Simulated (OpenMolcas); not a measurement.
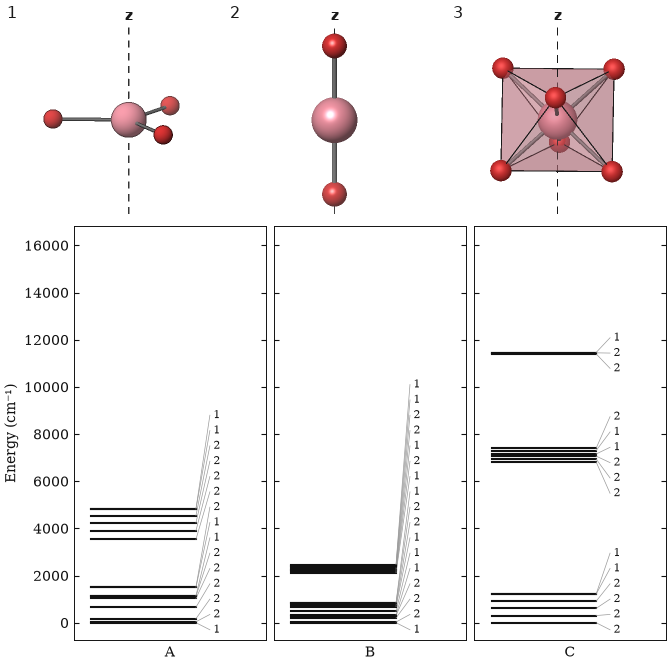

Co³⁺ (3d⁶) among point charges in three arrangements (top) and its lowest levels in each (bottom, numbers are degeneracies). Level of the calculation: state-averaged SS-CASPT2, IPEA shift 0.25, imaginary shift 0.1 hartree, closed shells 3s 3p correlated, active space 6 electrons in the shell 3d, basis ANO-RCC-VDZP, DKH2 scalar Hamiltonian, spin-orbit coupling by RASSI with atomic mean-field integrals (OpenMolcas).

(1) 3 point charges of −1 e at 2.12 Å, arranged as: trigonal planar (D3h)
(2) 2 point charges of −0.98 e at 1.66 Å, arranged as: linear (D∞h)
(3) 6 point charges of −0.65 e at 1.96 Å, arranged as: trigonal antiprism (D3d), axial distortion 1.02

**Match the level schemes to the arrangements.**

A is (1). The ground level is A₁, non-degenerate, 100 % from states of spin multiplicity 5. The next level lies at 39 cm⁻¹ (E). B is (3). The ground level is A₁, non-degenerate, 100 % from states of spin multiplicity 5. The next level lies at 29 cm⁻¹ (E). C is (2). The ground level is doubly degenerate, 100 % from states of spin multiplicity 5. Its principal g values are 0.00, 0.00 and 12.01, easy-axis. The next level lies at 304 cm⁻¹.

Limits of the model: point charges lack covalency, field too small at true ligand charges; small active space favours high spin, ground spin may be wrong.
